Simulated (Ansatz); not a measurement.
**BH3O2 (SMILES OBO) at HF/STO-3G**

Aim: the energy change on altering one bond length of BH3O2 at HF/STO-3G, from 2 runs. 

The calculation is run with Ansatz 0.2.0.

54 further runs of the same task are left out: 54 set aside as unsound or not needed.

## (1) Starting point

The species is BH3O2 (6 atoms), meant as a singlet with charge 0. SMILES: `OBO`. Geometry: relaxed at PBE0-D4/def2-TZVP. This is one conformer, not always the lowest.

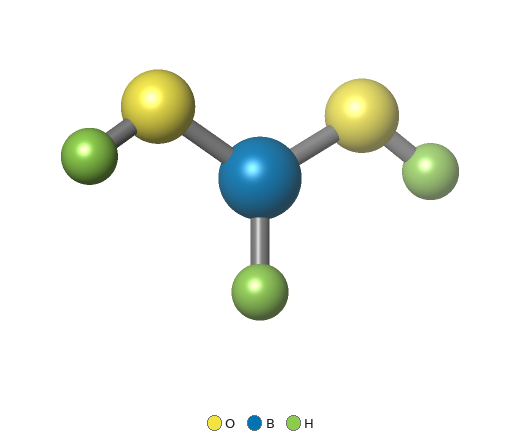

Viewed from a chosen angle; oxygen yellow, boron blue, hydrogen green.

## (2) The energy at HF/STO-3G

Contents of run.yaml:

```yaml
crystal:
  periodic: [false, false, false]
  atoms:
    - symbol: O
      position_ang: [-1.176200, -0.524500, -0.251800]
    - symbol: B
      position_ang: [0.049500, 0.028100, -0.072900]
    - symbol: O
      position_ang: [0.580600, -0.053800, 1.172500]
    - symbol: H
      position_ang: [-1.494700, -0.433500, -1.150600]
    - symbol: H
      position_ang: [0.637800, 0.565600, -0.976100]
    - symbol: H
      position_ang: [1.445200, 0.354100, 1.232800]
basis:
  gaussian:
    orbitals: STO-3G
hamiltonian:
  xc: hf
accuracy: high
output: {orbitals: {seedname: orbitals}}
```

The run is started by

```bash
$ ansatz run run.yaml --threads 1 --pin off --max-ram 3480MiB --events-out events.jsonl --progress --plain --runs-dir runs
```

Standard output:

```text
Warning: RAYON_NUM_THREADS=1 ignored (pool sized by the plan → 1); use --threads N
Functional definition: HF
  name "HF"
  exchange = exact_x
  correlation = 0
321 factors; integrals over basis functions are off by at most 3.1e-8 eV
mean field evaluation 1: about -4729.5120 eV, gradient 2.5e1 eV
mean field evaluation 2: about -4729.5882 eV, gradient 2.5e1 eV
mean field evaluation 4: about -4731.6674 eV, gradient 1.3e0 eV
mean field evaluation 8: about -4731.6731 eV, gradient 2.6e-6 eV
mean field -4731.67305531 eV, -173.8857775394 hartree, gradient 1.7e-8 eV, S^2 0.000000; 0 other end points of the search recorded, 0 dependent functions left out
reference -4731.67305531 eV, -173.8857775394 hartree; 12, 12 occupied and 6, 6 virtual orbitals, 321 factors
Total energy: -4731.67305531 eV, -173.8857775394 hartree
```

It took 0.08 s on 1 thread of AMD EPYC 9R45 (Zen 5), shared host.

## (3) The distorted shape at the same level

Contents of run.yaml:

```yaml
crystal:
  periodic: [false, false, false]
  atoms:
    - symbol: O
      position_ang: [-1.543939, -0.690293, -0.305474]
    - symbol: B
      position_ang: [0.049500, 0.028100, -0.072900]
    - symbol: O
      position_ang: [0.580600, -0.053800, 1.172500]
    - symbol: H
      position_ang: [-1.862439, -0.599293, -1.204274]
    - symbol: H
      position_ang: [0.637800, 0.565600, -0.976100]
    - symbol: H
      position_ang: [1.445200, 0.354100, 1.232800]
basis:
  gaussian: {orbitals: STO-3G}
output: {orbitals: {seedname: orbitals}}
accuracy: high
hamiltonian: {xc: hf}
```

The run is started by

```bash
$ ansatz run run.yaml --threads 1 --pin off --max-ram 3480MiB --events-out events.jsonl --progress --plain --runs-dir runs
```

Standard output:

```text
Warning: RAYON_NUM_THREADS=1 ignored (pool sized by the plan → 1); use --threads N
[... 4 set-up lines as earlier in the session ...]
317 factors; integrals over basis functions are off by at most 2.8e-8 eV
mean field evaluation 1: about -4725.4208 eV, gradient 3.1e1 eV
mean field evaluation 2: about -4725.4837 eV, gradient 3.1e1 eV
mean field evaluation 4: about -4729.1253 eV, gradient 2.0e0 eV
mean field evaluation 8: about -4729.1508 eV, gradient 9.5e-4 eV
mean field -4729.15079760 eV, -173.7930862782 hartree, gradient 1.3e-8 eV, S^2 0.000000; 0 other end points of the search recorded, 0 dependent functions left out
reference -4729.15079760 eV, -173.7930862782 hartree; 12, 12 occupied and 6, 6 virtual orbitals, 317 factors
Total energy: -4729.15079760 eV, -173.7930862782 hartree
```

Run time: 0.08 s. Hardware: 1 thread of AMD EPYC 9R45 (Zen 5), shared host.

## (4) Summary of results

At HF/STO-3G:

```
                                                         quantity          value
                                        first shape: total energy  -173.88578 Eh
                                         first shape: HOMO energy      -10.08 eV
                                         first shape: LUMO energy        9.74 eV
                                       first shape: HOMO–LUMO gap       19.82 eV
                                    distorted shape: total energy  -173.79309 Eh
                                     distorted shape: HOMO energy       -9.06 eV
                                     distorted shape: LUMO energy        8.15 eV
                                   distorted shape: HOMO–LUMO gap       17.20 eV
energy change with the O1–B2 bond stretched from 1.356 to 1.763 Å       2.522 eV
```

With the O1–B2 bond stretched from 1.356 to 1.763 Å the energy rises by 2.52 eV (58 kcal/mol). The first shape isn't relaxed at this level, so the change isn't measured from a minimum. The minimal basis adds a large error of its own.
